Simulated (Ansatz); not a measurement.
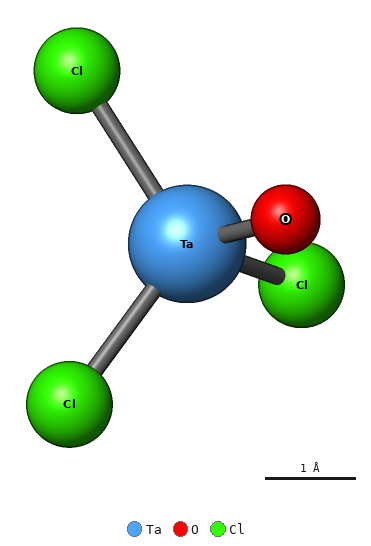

The structure (ball-and-stick view, seen at a tilt). Sticks mark near contacts. Bond lengths as drawn: Cl–Ta 2.30 Å and O–Ta 1.72 Å.

## TaCl3O: single-point calculation

- system: TaCl3O
- method: RKS PBE0-D4/def2-TZVP (Ansatz 0.2.0)

The geometry comes from this level: PBE-D4/def2-SVP.

The input:
```yaml
crystal:
  periodic: [false, false, false]
  atoms:
    - {symbol: Ta, position_ang: [0.000245, -0.000417, 0.052651]}
    - {symbol: O, position_ang: [0.008635, -0.015014, 1.775622]}
    - {symbol: Cl, position_ang: [2.203166, 0.009651, -0.620103]}
    - {symbol: Cl, position_ang: [-1.109822, 1.913429, -0.588083]}
    - {symbol: Cl, position_ang: [-1.102224, -1.907649, -0.620076]}
basis:
  gaussian: {orbitals: def2-TZVP, initial_orbitals: start.molden}
hamiltonian: {xc: pbe0, dispersion: d4}
scf: {omitted_lower_state_checks: [starts]}
output: {orbitals: {seedname: orbitals}}
```

Launched with:
```bash
ansatz run in.yaml --threads 4 --pin off --events-out ev --progress --plain --max-ram 3916MiB
```

Log:
```
Functional definition: PBE0
  name "PBE0"
  cite "Adamo & Barone, J. Chem. Phys. 110, 6158 (1999) doi:10.1063/1.478522"
  cite "Perdew, Burke & Ernzerhof, Phys. Rev. Lett. 77, 3865 (1996) doi:10.1103/PhysRevLett.77.3865"
  parent pbe
  parameter a = 0.25
  parameter kappa = 0.804
  parameter beta = 0.06672455060314922
  exchange = (1 - a)*pbe_x(kappa = kappa, mu = beta*pi^2/3) + a*exact_x
  correlation = pbe_c(beta = beta)
these checks for a lower state are left out or cut short: starts
1363 factors; their error is unknown
mean field evaluation 1: about -41158.1880 eV, gradient 1.9e2 eV
mean field evaluation 2: about -41161.3766 eV, gradient 4.1e0 eV
mean field evaluation 4: about -41161.5425 eV, gradient 1.5e-1 eV
mean field -41161.54250631 eV, -1512.6587868112 hartree, gradient 6.0e-5 eV, S^2 0.000000; 0 other end points of the search recorded, 0 dependent functions left out
reference -41161.54253793 eV, -1512.6587879734 hartree; 36, 36 occupied and 146, 146 virtual orbitals, 1363 factors
Total energy: -41161.71497115 eV, -1512.6651247773 hartree
Checks for a lower state left out: starts
```

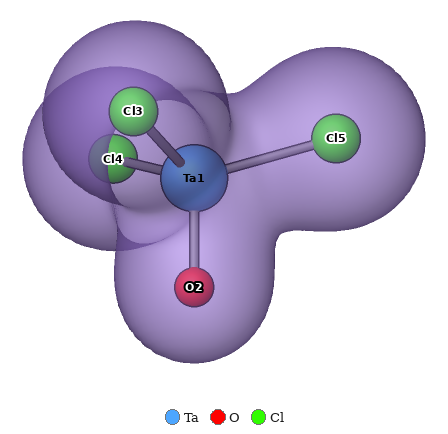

Isosurface of the total electron density at 0.1 e/Å³ (purple), seen from the side. At this value the surface is in one piece. On the grid the lowest density along these lines, outside the cores, is 1.7 e/Å³ (Ta–O, 1.72 Å) and 0.68 e/Å³ (Ta–Cl, 2.30 Å).

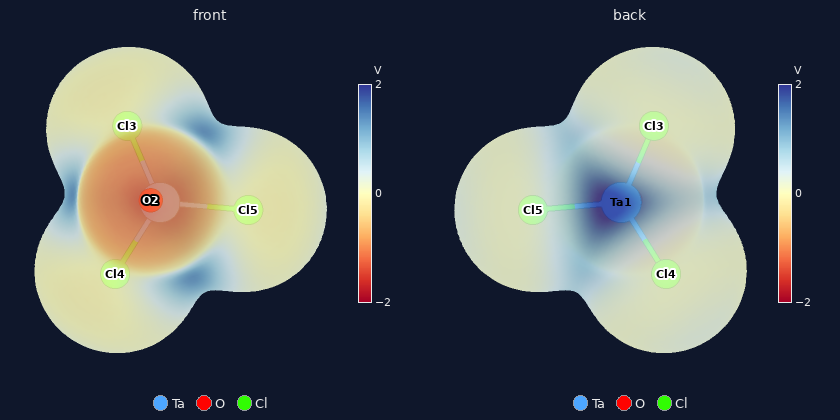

The electrostatic potential painted on the density surface at 0.001 e/bohr³, seen face on and from behind; the colour scale runs from red (negative) to blue (positive).

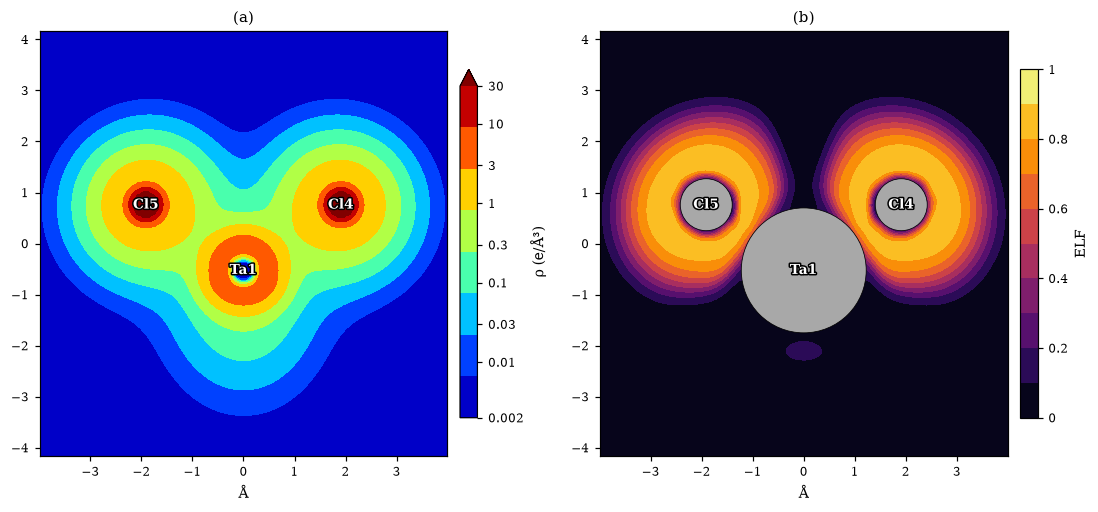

(a) total electron density; (b) electron localisation function on the plane of atoms Cl4, Ta1 and Cl5. Grey discs, where drawn, cover atomic cores. Ta–Cl (2.30 Å): ρ is about 0.69 e/Å³ halfway; the ELF peaks at about 0.85 in the valence shell of Cl, 0.8 Å from its nucleus, and is about 0.40 at the midpoint.

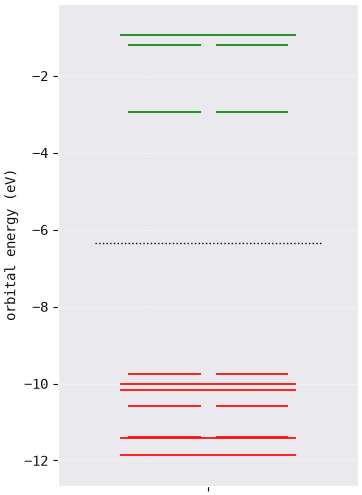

Orbital energies near the frontier; the dotted line parts filled from empty levels, and levels within 0.02 eV of each other stand side by side. Highest filled −9.75 eV, lowest empty −2.93 eV, 6.82 eV apart.

Results in brief:

```tsv
quantity	value
outcome	converged
total energy	−41161.7150 eV
mean-field energy	−41161.5425 eV
dispersion energy	−0.1724 eV
SCF solution under orbital rotations	stable
HOMO	−9.75 eV
LUMO	−2.93 eV
hardware	4 threads of Arm Neoverse N1, 23 GiB of memory available, shared host
wall time	4 s (CPU time 15 s)
peak memory	0.53 GiB
```
